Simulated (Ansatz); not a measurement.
# Run report: Al₂BH₅O, nudged elastic band (part 1 of 2)

System: Al₂BH₅O, SMILES [BH2][Al]([OH])[AlH2].
Method: RKS B3LYP-D4/def2-SVP (Ansatz 0.2.0).

The run did not end well. One setting was made poor on purpose. It belongs to a series of runs on one base structure; here: band between the two ends.

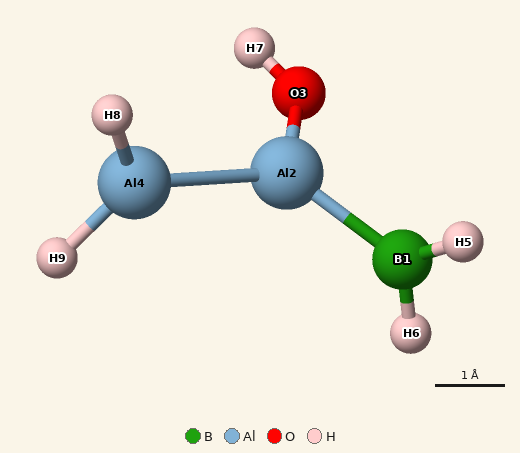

**Figure 1.** The structure as given in the input (ball-and-stick view, seen at a tilt; atoms are numbered from 1 in the order of the input). Sticks mark near contacts. Bond lengths as drawn: Al–Al 2.61 Å, Al–B 2.12 Å, Al–H 1.60 Å, Al–O 1.72 Å, B–H 1.21 Å and H–O 0.96 Å.

Input file:
```yaml
crystal:
  periodic: [false, false, false]
  atoms:
    - { symbol: B, position_ang: [-0.250521, 1.902614, -1.067028] }
    - { symbol: Al, position_ang: [0.437617, 0.060677, -0.264825] }
    - { symbol: O, position_ang: [2.020178, -0.40545, -0.75974] }
    - { symbol: Al, position_ang: [-0.932318, -1.440586, 1.371953] }
    - { symbol: H, position_ang: [-0.89368, 1.975932, -2.091803] }
    - { symbol: H, position_ang: [-0.091311, 2.961245, -0.49859] }
    - { symbol: H, position_ang: [2.494904, -1.20266, -0.50906] }
    - { symbol: H, position_ang: [-1.75039, -2.725312, 0.882212] }
    - { symbol: H, position_ang: [-1.034469, -1.12646, 2.936881] }
basis:
  gaussian: { orbitals: def2-SVP }
hamiltonian:
  xc: b3lyp
  dispersion: d4
neb:
  order_check: false
  images: 7
  f_tol: 0.05
  max_iterations: 49
  max_displacement: 0.5
  optimiser: lbfgs
  final_atoms:
    - { symbol: B, position_ang: [-0.17321546, 1.99529058, -0.94684472] }
    - { symbol: Al, position_ang: [0.39697144, 0.04872868, -0.32124073] }
    - { symbol: O, position_ang: [1.86123505, -0.55708507, -0.99596389] }
    - { symbol: Al, position_ang: [-0.90781388, -1.42917544, 1.40043696] }
    - { symbol: H, position_ang: [0.18545128, 2.99354022, -0.3611753] }
    - { symbol: H, position_ang: [-0.93511373, 2.20213944, -1.86622718] }
    - { symbol: H, position_ang: [2.23868012, -1.42519875, -0.82512234] }
    - { symbol: H, position_ang: [-0.79178846, -3.02453698, 1.40651939] }
    - { symbol: H, position_ang: [-1.87439636, -0.80370269, 2.50961781] }
  initial_path:
    images:
      - { positions_ang: [[-0.250521, 1.902614, -1.067028], [0.437617, 0.060677, -0.264825], [2.020178, -0.40545, -0.75974], [-0.932318, -1.440586, 1.371953], [-0.89368, 1.975932, -2.091803], [-0.091311, 2.961245, -0.49859], [2.494904, -1.20266, -0.50906], [-1.75039, -2.725312, 0.882212], [-1.034469, -1.12646, 2.936881]] }
      - { positions_ang: [[-0.18738852, 1.95701384, -1.06045486], [0.33182832, 0.11233247, -0.21808634], [1.86258979, -0.43946233, -0.70714685], [-0.94084482, -1.45801479, 1.39942146], [-0.91227232, 2.1799032, -1.82857953], [0.11180934, 2.80575024, -0.86141884], [2.4144345, -1.1526495, -0.58743608], [-1.35435797, -2.76536567, 1.04225308], [-1.32578831, -1.23950746, 2.82144798]] }
      - { positions_ang: [[-0.12425603, 2.01141368, -1.05388172], [0.22603964, 0.16398794, -0.17134769], [1.70500157, -0.47347466, -0.65455371], [-0.94937164, -1.47544357, 1.42688991], [-0.93086465, 2.38387439, -1.56535606], [0.31492968, 2.65025548, -1.22424769], [2.33396501, -1.10263901, -0.66581216], [-0.95832595, -2.80541934, 1.20229415], [-1.61710763, -1.35255491, 2.70601496]] }
      - { positions_ang: [[-0.06112355, 2.06581351, -1.04730857], [0.12025096, 0.21564342, -0.12460903], [1.54741336, -0.50748699, -0.60196056], [-0.95789846, -1.49287236, 1.45435837], [-0.94945697, 2.58784559, -1.3021326], [0.51805001, 2.49476072, -1.58707653], [2.25349551, -1.05262851, -0.74418824], [-0.56229392, -2.84547301, 1.36233523], [-1.90842694, -1.46560237, 2.59058194]] }
      - { positions_ang: [[0.00200893, 2.12021335, -1.04073543], [0.01446227, 0.26729889, -0.07787037], [1.38982514, -0.54149932, -0.54936742], [-0.96642528, -1.51030114, 1.48182682], [-0.9680493, 2.79181679, -1.03890913], [0.72117035, 2.33926595, -1.94990537], [2.17302602, -1.00261801, -0.82256432], [-0.1662619, -2.88552668, 1.5223763], [-2.19974625, -1.57864982, 2.47514892]] }
      - { positions_ang: [[-0.04179716, 2.08898266, -1.01726275], [0.11008957, 0.21265634, -0.13871296], [1.50767762, -0.54539576, -0.66101654], [-0.95177243, -1.49001972, 1.46147936], [-0.67967415, 2.84224764, -0.86947567], [0.30709933, 2.30498432, -1.92898583], [2.18943954, -1.1082632, -0.82320383], [-0.32264354, -2.92027925, 1.49341207], [-2.11840878, -1.38491304, 2.48376615]] }
      - { positions_ang: [[-0.08560326, 2.05775197, -0.99379008], [0.20571686, 0.15801378, -0.19955555], [1.6255301, -0.54929219, -0.77266565], [-0.93711958, -1.46973829, 1.44113189], [-0.39129901, 2.8926785, -0.70004222], [-0.10697169, 2.2707027, -1.90806628], [2.20585307, -1.21390838, -0.82384333], [-0.47902518, -2.95503183, 1.46444785], [-2.03707131, -1.19117626, 2.49238337]] }
      - { positions_ang: [[-0.12940936, 2.02652128, -0.9703174], [0.30134415, 0.10337123, -0.26039814], [1.74338257, -0.55318863, -0.88431477], [-0.92246673, -1.44945686, 1.42078443], [-0.10292386, 2.94310936, -0.53060876], [-0.52104271, 2.23642107, -1.88714673], [2.22226659, -1.31955356, -0.82448284], [-0.63540682, -2.9897844, 1.43548362], [-1.95573384, -0.99743947, 2.50100059]] }
      - { positions_ang: [[-0.17321546, 1.99529058, -0.94684472], [0.39697144, 0.04872868, -0.32124073], [1.86123505, -0.55708507, -0.99596389], [-0.90781388, -1.42917544, 1.40043696], [0.18545128, 2.99354022, -0.3611753], [-0.93511373, 2.20213944, -1.86622718], [2.23868012, -1.42519875, -0.82512234], [-0.79178846, -3.02453698, 1.40651939], [-1.87439636, -0.80370269, 2.50961781]] }
```

Launched with:
```bash
ansatz run input.yaml --threads 1 --pin off --max-ram 2048MiB --backend cpu --events-out ev --progress --plain --runs-dir out
```

Output:
```
Engine: ansatz 0.2.0, aarch64-unknown-linux-gnu
Functional definition: B3LYP
  parameter a0 = 0.2
  parameter ax = 0.72
  parameter ac = 0.81
  exchange = (1 - a0 - ax)*slater_x + ax*b88_x + a0*exact_x
  correlation = (1 - ac)*vwn_rpa_c + ac*lyp_c
917 factors; integrals over basis functions are off by at most 3.5e-4 eV
mean field evaluation 1: about -15986.1188 eV, gradient 5.8e1 eV
mean field evaluation 2: about -15912.4616 eV, gradient 1.7e2 eV
mean field evaluation 4: about -15992.7739 eV, gradient 7.4e0 eV
mean field evaluation 8: about -15992.9838 eV, gradient 3.6e-1 eV
mean field evaluation 16: about -15992.9843 eV, gradient 2.9e-5 eV
mean field -15992.98426236 eV, -587.7313312078 hartree, gradient 2.9e-5 eV, S^2 0.000000; 0 other end points of the search recorded, 0 dependent functions left out
the calculation of the forces begins
reference -15992.98456117 eV, -587.7313421888 hartree; 22, 22 occupied and 67, 67 virtual orbitals, 917 factors
917 factors; integrals over basis functions are off by at most 4.0e-4 eV
mean field evaluation 32: about -15992.9768 eV, gradient 2.5e-5 eV
mean field -15992.97681949 eV, -587.7310576871 hartree, gradient 2.5e-5 eV, S^2 0.000000; 0 other end points of the search recorded, 0 dependent functions left out
[... from here on the field's lines of each further geometry are left out, up to the last ...]
NEB iter   1: max|band force component| = 2.498e1 eV/Å  barrier→ = 6.4867 eV  barrier← = 6.4797 eV  Δτ_max = 0.4445 Å  (223 SCF iters)
NEB iter   2: max|band force component| = 1.047e1 eV/Å  barrier→ = 3.4031 eV  barrier← = 3.3961 eV  Δτ_max = 0.1046 Å  (205 SCF iters)
NEB iter   3: max|band force component| = 5.093e0 eV/Å  barrier→ = 1.9756 eV  barrier← = 1.9686 eV  Δτ_max = 0.1284 Å  (201 SCF iters)
NEB iter   4: max|band force component| = 3.305e0 eV/Å  barrier→ = 1.0926 eV  barrier← = 1.0855 eV  Δτ_max = 0.2061 Å  (196 SCF iters)
NEB iter   5: max|band force component| = 3.438e0 eV/Å  barrier→ = 0.6445 eV  barrier← = 0.6375 eV  Δτ_max = 0.0669 Å  (196 SCF iters)
NEB iter   6: max|band force component| = 3.777e0 eV/Å  barrier→ = 0.4732 eV  barrier← = 0.4662 eV  Δτ_max = 0.0673 Å  (187 SCF iters)
NEB iter   7: max|band force component| = 2.672e0 eV/Å  barrier→ = 0.4350 eV  barrier← = 0.4279 eV  Δτ_max = 0.0221 Å  (186 SCF iters)
NEB iter   8: max|band force component| = 7.426e-1 eV/Å  barrier→ = 0.4157 eV  barrier← = 0.4087 eV  Δτ_max = 0.0128 Å  (168 SCF iters)
NEB iter   9: max|band force component| = 5.203e-1 eV/Å  barrier→ = 0.4083 eV  barrier← = 0.4012 eV  Δτ_max = 0.0567 Å  (182 SCF iters)
NEB iter  10: max|band force component| = 1.597e0 eV/Å  barrier→ = 0.3794 eV  barrier← = 0.3723 eV  Δτ_max = 0.0286 Å  (192 SCF iters)
NEB iter  11: max|band force component| = 1.227e0 eV/Å  barrier→ = 0.3765 eV  barrier← = 0.3695 eV  Δτ_max = 0.0098 Å  (177 SCF iters)
NEB iter  12: max|band force component| = 3.470e-1 eV/Å  barrier→ = 0.3749 eV  barrier← = 0.3679 eV  CI = image 4  Δτ_max = 0.0053 Å  (158 SCF iters)
NEB iter  13: max|band force component| = 3.707e-1 eV/Å  barrier→ = 0.3724 eV  barrier← = 0.3654 eV  CI = image 4  Δτ_max = 0.0060 Å  (174 SCF iters)
NEB iter  14: max|band force component| = 3.041e-1 eV/Å  barrier→ = 0.3701 eV  barrier← = 0.3631 eV  CI = image 4  Δτ_max = 0.0221 Å  (162 SCF iters)
NEB iter  15: max|band force component| = 8.095e-1 eV/Å  barrier→ = 0.3614 eV  barrier← = 0.3544 eV  CI = image 4  Δτ_max = 0.0147 Å  (186 SCF iters)
NEB iter  16: max|band force component| = 7.934e-1 eV/Å  barrier→ = 0.3600 eV  barrier← = 0.3530 eV  CI = image 4  Δτ_max = 0.0051 Å  (166 SCF iters)
NEB iter  17: max|band force component| = 3.320e-1 eV/Å  barrier→ = 0.3592 eV  barrier← = 0.3521 eV  CI = image 4  Δτ_max = 0.0072 Å  (152 SCF iters)
NEB iter  18: max|band force component| = 3.088e-1 eV/Å  barrier→ = 0.3572 eV  barrier← = 0.3502 eV  CI = image 4  Δτ_max = 0.0227 Å  (170 SCF iters)
NEB iter  19: max|band force component| = 8.028e-1 eV/Å  barrier→ = 0.3514 eV  barrier← = 0.3443 eV  CI = image 4  Δτ_max = 0.0144 Å  (181 SCF iters)
NEB iter  20: max|band force component| = 7.217e-1 eV/Å  barrier→ = 0.3504 eV  barrier← = 0.3434 eV  CI = image 4  Δτ_max = 0.0052 Å  (162 SCF iters)
NEB iter  21: max|band force component| = 2.634e-1 eV/Å  barrier→ = 0.3495 eV  barrier← = 0.3425 eV  CI = image 4  Δτ_max = 0.0049 Å  (149 SCF iters)
NEB iter  22: max|band force component| = 2.244e-1 eV/Å  barrier→ = 0.3485 eV  barrier← = 0.3414 eV  CI = image 4  Δτ_max = 0.0190 Å  (153 SCF iters)
NEB iter  23: max|band force component| = 6.866e-1 eV/Å  barrier→ = 0.3442 eV  barrier← = 0.3372 eV  CI = image 4  Δτ_max = 0.0121 Å  (181 SCF iters)
NEB iter  24: max|band force component| = 5.814e-1 eV/Å  barrier→ = 0.3433 eV  barrier← = 0.3363 eV  CI = image 4  Δτ_max = 0.0040 Å  (159 SCF iters)
NEB iter  25: max|band force component| = 2.418e-1 eV/Å  barrier→ = 0.3424 eV  barrier← = 0.3354 eV  CI = image 4  Δτ_max = 0.0053 Å  (141 SCF iters)
NEB iter  26: max|band force component| = 2.199e-1 eV/Å  barrier→ = 0.3412 eV  barrier← = 0.3342 eV  CI = image 4  Δτ_max = 0.0176 Å  (154 SCF iters)
NEB iter  27: max|band force component| = 6.182e-1 eV/Å  barrier→ = 0.3370 eV  barrier← = 0.3300 eV  CI = image 4  Δτ_max = 0.0108 Å  (175 SCF iters)
NEB iter  28: max|band force component| = 4.932e-1 eV/Å  barrier→ = 0.3360 eV  barrier← = 0.3290 eV  CI = image 4  Δτ_max = 0.0035 Å  (162 SCF iters)
NEB iter  29: max|band force component| = 2.097e-1 eV/Å  barrier→ = 0.3348 eV  barrier← = 0.3278 eV  CI = image 4  Δτ_max = 0.0045 Å  (141 SCF iters)
NEB iter  30: max|band force component| = 2.019e-1 eV/Å  barrier→ = 0.3335 eV  barrier← = 0.3265 eV  CI = image 4  Δτ_max = 0.0155 Å  (152 SCF iters)
NEB iter  31: max|band force component| = 5.132e-1 eV/Å  barrier→ = 0.3292 eV  barrier← = 0.3221 eV  CI = image 4  Δτ_max = 0.0089 Å  (173 SCF iters)
NEB iter  32: max|band force component| = 3.941e-1 eV/Å  barrier→ = 0.3279 eV  barrier← = 0.3209 eV  CI = image 4  Δτ_max = 0.0027 Å  (162 SCF iters)
NEB iter  33: max|band force component| = 1.872e-1 eV/Å  barrier→ = 0.3263 eV  barrier← = 0.3192 eV  CI = image 4  Δτ_max = 0.0045 Å  (139 SCF iters)
NEB iter  34: max|band force component| = 2.449e-1 eV/Å  barrier→ = 0.3245 eV  barrier← = 0.3175 eV  CI = image 4  Δτ_max = 0.0042 Å  (154 SCF iters)
NEB iter  35: max|band force component| = 2.131e-1 eV/Å  barrier→ = 0.3233 eV  barrier← = 0.3163 eV  CI = image 4  Δτ_max = 0.0115 Å  (144 SCF iters)
NEB iter  36: max|band force component| = 4.598e-1 eV/Å  barrier→ = 0.3207 eV  barrier← = 0.3136 eV  CI = image 4  Δτ_max = 0.0082 Å  (162 SCF iters)
NEB iter  37: max|band force component| = 5.470e-1 eV/Å  barrier→ = 0.3192 eV  barrier← = 0.3122 eV  CI = image 4  Δτ_max = 0.0091 Å  (152 SCF iters)
NEB iter  38: max|band force component| = 4.326e-1 eV/Å  barrier→ = 0.3176 eV  barrier← = 0.3105 eV  CI = image 4  Δτ_max = 0.0024 Å  (148 SCF iters)
NEB iter  39: max|band force component| = 2.562e-1 eV/Å  barrier→ = 0.3156 eV  barrier← = 0.3086 eV  CI = image 4  Δτ_max = 0.0103 Å  (134 SCF iters)
NEB iter  40: max|band force component| = 4.287e-1 eV/Å  barrier→ = 0.3117 eV  barrier← = 0.3047 eV  CI = image 4  Δτ_max = 0.0071 Å  (156 SCF iters)
NEB iter  41: max|band force component| = 3.626e-1 eV/Å  barrier→ = 0.3100 eV  barrier← = 0.3030 eV  CI = image 4  Δτ_max = 0.0035 Å  (145 SCF iters)
NEB iter  42: max|band force component| = 3.716e-1 eV/Å  barrier→ = 0.3084 eV  barrier← = 0.3014 eV  CI = image 4  Δτ_max = 0.0060 Å  (136 SCF iters)
NEB iter  43: max|band force component| = 3.974e-1 eV/Å  barrier→ = 0.3067 eV  barrier← = 0.2997 eV  CI = image 4  Δτ_max = 0.0066 Å  (144 SCF iters)
NEB iter  44: max|band force component| = 3.463e-1 eV/Å  barrier→ = 0.3049 eV  barrier← = 0.2978 eV  CI = image 4  Δτ_max = 0.0050 Å  (146 SCF iters)
NEB iter  45: max|band force component| = 4.191e-1 eV/Å  barrier→ = 0.3031 eV  barrier← = 0.2960 eV  CI = image 4  Δτ_max = 0.0068 Å  (145 SCF iters)
NEB iter  46: max|band force component| = 4.413e-1 eV/Å  barrier→ = 0.3012 eV  barrier← = 0.2941 eV  CI = image 4  Δτ_max = 0.0073 Å  (144 SCF iters)
NEB iter  47: max|band force component| = 3.829e-1 eV/Å  barrier→ = 0.2991 eV  barrier← = 0.2921 eV  CI = image 4  Δτ_max = 0.0040 Å  (144 SCF iters)
NEB iter  48: max|band force component| = 3.976e-1 eV/Å  barrier→ = 0.2972 eV  barrier← = 0.2902 eV  CI = image 4  Δτ_max = 0.0063 Å  (135 SCF iters)
the calculation of the forces begins
reference -15992.88611800 eV, -587.7277244690 hartree; 22, 22 occupied and 67, 67 virtual orbitals, 917 factors
these checks for a lower state are left out or cut short: starts, cluster_reference, orbital_swaps, neighbouring_geometries, increment
917 factors; integrals over basis functions are off by at most 4.4e-4 eV
mean field -15992.95016746 eV, -587.7300782430 hartree, gradient 2.4e-5 eV, S^2 0.000000; 0 other end points of the search recorded, 0 dependent functions left out
the calculation of the forces begins
reference -15992.95046503 eV, -587.7300891786 hartree; 22, 22 occupied and 67, 67 virtual orbitals, 917 factors
NEB iter  49: max|band force component| = 4.045e-1 eV/Å  barrier→ = 0.2952 eV  barrier← = 0.2882 eV  CI = image 4  Δτ_max = 0.0068 Å  (143 SCF iters)
```

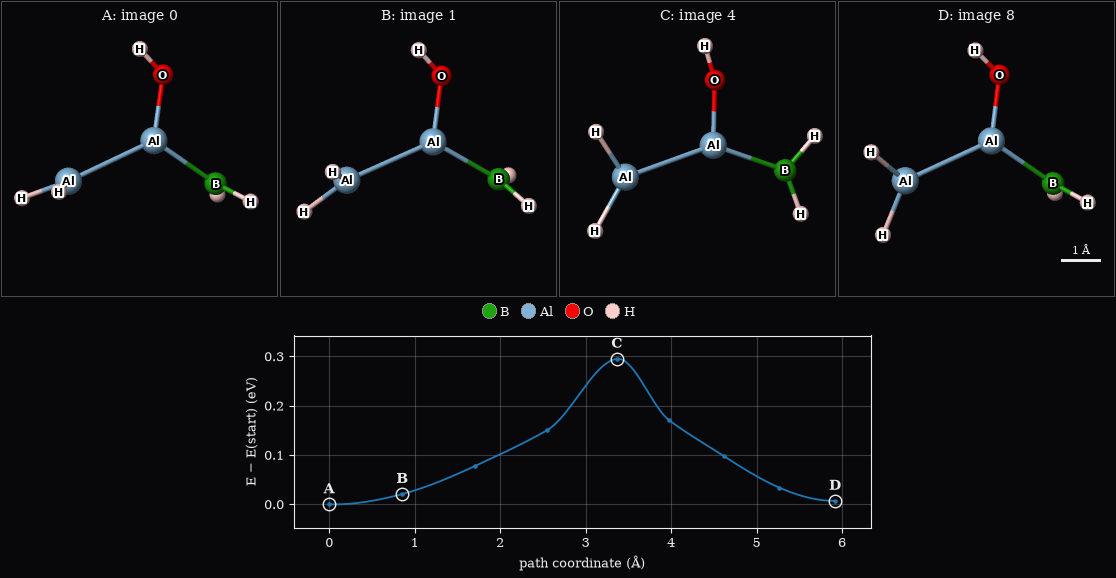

**Figure 2.** Images of the last band (counted from 0; ball-and-stick, seen at a tilt) above the energy along the path; the line is a cubic interpolation that uses the forces. The highest image is number 4, 0.295 eV above the start and 0.288 eV above the end (the climbing image); the end lies 0.007 eV above the start. The path is 5.92 Å long. The band had not converged after 49 iterations.
